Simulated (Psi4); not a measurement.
# UHF/CBS (density fitting, extrapolation scf/cc-pv[dtq]z) run of CuCO (SMILES [O+]#[C-]->[Cu])

Aim: a single-point energy of CuCO. 

The calculation is run with Psi4 1.11.

4 further runs of the same task are left out: 1 that didn't finish, 3 set aside as unsound or not needed.

**1. Starting point**

CuCO: 3 atoms, total charge 0, spin state doublet. SMILES: `[O+]#[C-]->[Cu]`. The shape comes from GFN2-xTB, which is rough for such elements, and wasn't checked as a minimum.

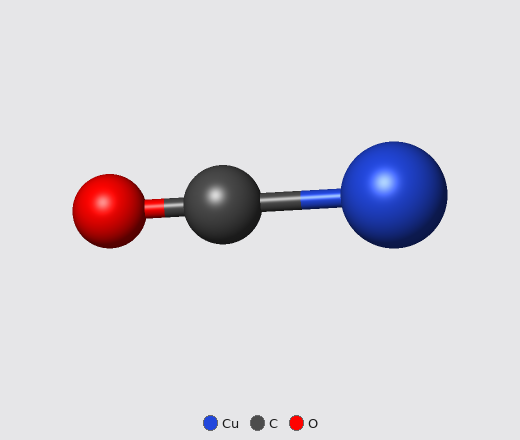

The structure, seen from a chosen angle (copper blue, carbon dark grey, oxygen red).

**2. The energy at UHF/CBS (density fitting, extrapolation scf/cc-pv[dtq]z)**

Input file input.in:

```
memory 1.6 GB

molecule {
  0 2
  Cu    -0.015250     0.020630    -1.608240
  C      0.002160    -0.002740     0.204610
  O      0.013100    -0.017890     1.403630
  symmetry c1
}

set globals {
  reference     uhf
  freeze_core   true
  e_convergence 1e-11
}

E, wfn = energy("scf/cc-pv[dtq]z", return_wfn=True)
print_variables()
```

Command:

```sh
$ psi4 -n 1 input.in input.out
```

input.out:

```text
[...]
  Running in c1 symmetry.
[...]
  Nuclear repulsion =  112.723078028422719
[...]
  Multiplicity = 2
[...]
  Nalpha       = 22
  Nbeta        = 21
[...]
    Number of basis functions: 214
[...]
   @DF-UHF iter   1: -1748.95608787789979   -1.22020e+00   1.98549e-02 ADIIS/DIIS
[...]
   @DF-UHF iter  21: -1751.65884324067179   -4.77485e-12   7.52706e-09 DIIS
[...]
   @S^2 Observed:                7.535834896E-01
[...]
    Orbital Energies [Eh]
    ---------------------
    Alpha Occupied:
       1A   -328.850443     2A    -40.882750     3A    -35.681148
       4A    -35.680088     5A    -35.680088     6A    -20.726593
       7A    -11.459100     8A     -5.069357     9A     -3.382677
      10A     -3.376197    11A     -3.376197    12A     -1.525978
      13A     -0.861312    14A     -0.714024    15A     -0.658864
      16A     -0.658864    17A     -0.542731    18A     -0.542731
      19A     -0.526916    20A     -0.526916    21A     -0.500362
      22A     -0.210306
    Alpha Virtual:
      23A      0.017837    24A      0.017837    25A      0.098082
[...]
  @DF-UHF Final Energy: -1751.65884324067179
   => Energetics <=
    Nuclear Repulsion Energy =            112.7230780284227194
    One-Electron Energy =               -2666.1303109582886464
    Two-Electron Energy =                 801.7483896891940276
    Total Energy =                      -1751.6588432406720131
  UHF NO Occupations:
  HONO-2 :   20  A 1.9995668
  HONO-1 :   21  A 1.9995308
[...]
 Multipole Moments:
 ------------------------------------------------------------------------------------
     Multipole            Electronic (a.u.)      Nuclear  (a.u.)        Total (a.u.)
 ------------------------------------------------------------------------------------
 L = 1.  Multiply by 2.5417464519 to convert [e a0] to [Debye]
 Dipole X            :          0.0320939           -0.0517162           -0.0196223
 Dipole Y            :         -2.3154074            3.5931074            1.2777000
 Dipole Z            :         -0.0000000            0.0000000           -0.0000000
 Magnitude           :                                                    1.2778506
[...]
```

Wall time 43 s (1 thread of Intel Xeon 6975P-C (Granite Rapids), shared host); peak memory 1.2 GiB.

**3. Summary of results**

Level: UHF/CBS (density fitting, extrapolation scf/cc-pv[dtq]z).

| quantity | value |
| --- | --- |
| total energy | -1751.70291 Eh |
| ⟨S²⟩ of the reference determinant | 0.754 |
